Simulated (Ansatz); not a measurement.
| atom | x (Å) | y (Å) | z (Å) |
| --- | --- | --- | --- |
| N | -1.7589 | 0.9909 | -0.3430 |
| Hf | 0.0006 | 0.0004 | 0.0004 |
| N | -0.3211 | -1.5754 | 1.2685 |
| N | 0.7223 | -0.6819 | -1.7908 |
| N | 1.3579 | 1.2665 | 0.8665 |
| H | -2.6214 | 0.8959 | 0.1731 |
| H | -1.9190 | 1.6126 | -1.1237 |
| H | -0.3495 | -2.5548 | 1.0251 |
| H | -0.4048 | -1.4917 | 2.2723 |
| H | 0.1474 | -1.0802 | -2.5207 |
| H | 1.6710 | -0.6172 | -2.1298 |
| H | 2.1786 | 0.9626 | 1.3724 |
| H | 1.2969 | 2.2722 | 0.9299 |

Geometry: PBE0-D4/def2-TZVP; core potentials replace the inner electrons of Hf.

Computed with Ansatz 0.2.0, RKS PBE0-D4/def2-TZVPP.

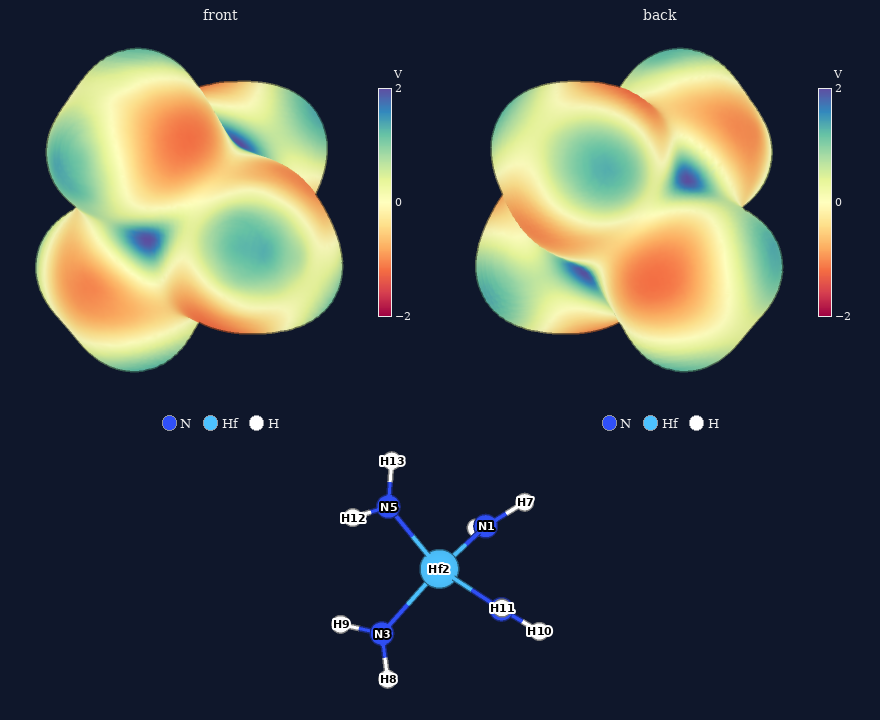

H8HfN4. The electrostatic potential painted on the density surface at 0.002 e/bohr³, seen from the front and from behind; red is negative and blue positive. The bare structure is drawn below in the same view.

### Where is the surface potential most negative and most positive?

The most negative region (about −1.2 V) lies over N1, N3, N4 and N5, the most positive (about +1.9 V) over Hf2.
